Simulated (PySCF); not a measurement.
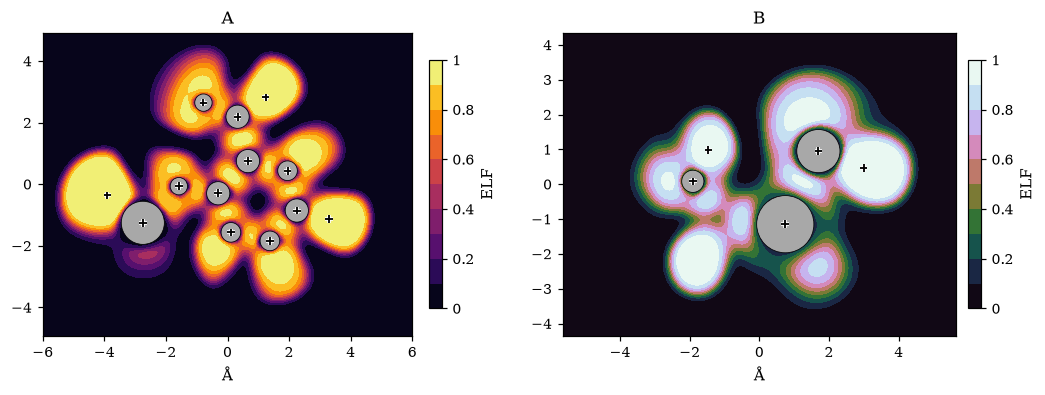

The electron localisation function of 2 systems, each on a plane through atoms (crosses mark nuclei in the plane; grey discs cover the cores).

Method: wB97X-D/def2-SVPD, SCF density, gas phase in PySCF.

System 1: C4H5N3O2Si (SMILES O=Cc1ncnnc1O[SiH3]), the plane of atoms N6, C5 and H12. Geometry: GFN2-xTB.

```xyz
15

O     0.4748    1.1137    2.6102
C    -0.6160    0.9922    2.1276
C    -0.9083    0.4275    0.7913
N    -2.1798    0.3763    0.4298
C    -2.4413   -0.1295   -0.7684
N    -1.5402   -0.5798   -1.6179
N    -0.2866   -0.5423   -1.2902
C     0.0856   -0.0528   -0.1059
O     1.3515   -0.0359    0.1799
Si    2.5539   -0.5867   -0.8377
H    -1.5414    1.2994    2.6482
H    -3.4754   -0.1772   -1.0751
H     3.6741   -0.2951    0.0428
H     2.5166    0.2023   -2.0628
H     2.3282   -2.0040   -1.0939
```

System 2: CH10Ge2NP (SMILES [PH2][GeH2][CH2][NH][GeH3]), the plane of atoms Ge2, P1 and H6. Geometry: GFN2-xTB.

```xyz
15

P    -2.2089   -0.7920    1.0869
Ge   -1.3565    0.8117   -0.3302
C     0.1072   -0.0176   -1.4274
N     1.0526   -0.8134   -0.6775
Ge    2.4253   -0.0451    0.2154
H    -3.3709   -0.0783    1.3400
H    -2.7981   -1.4946    0.0426
H    -0.8098    1.9482    0.5126
H    -2.3757    1.4886   -1.2349
H     0.6602    0.7704   -1.9422
H    -0.3590   -0.6422   -2.2002
H     0.5813   -1.5607   -0.1817
H     3.2532   -1.1869    0.7014
H     3.1434    0.7752   -0.8068
H     2.0512    0.8447    1.3745
```

> Which map belongs to which system?

Panel A is system 1, C4H5N3O2Si: the plane holds O, C, N, Si and H. C–O (1.20 Å): the ELF peaks at about 0.85 between the atoms: a multiple bond. Panel B is system 2, CH10Ge2NP: the plane holds P, Ge, N and H.
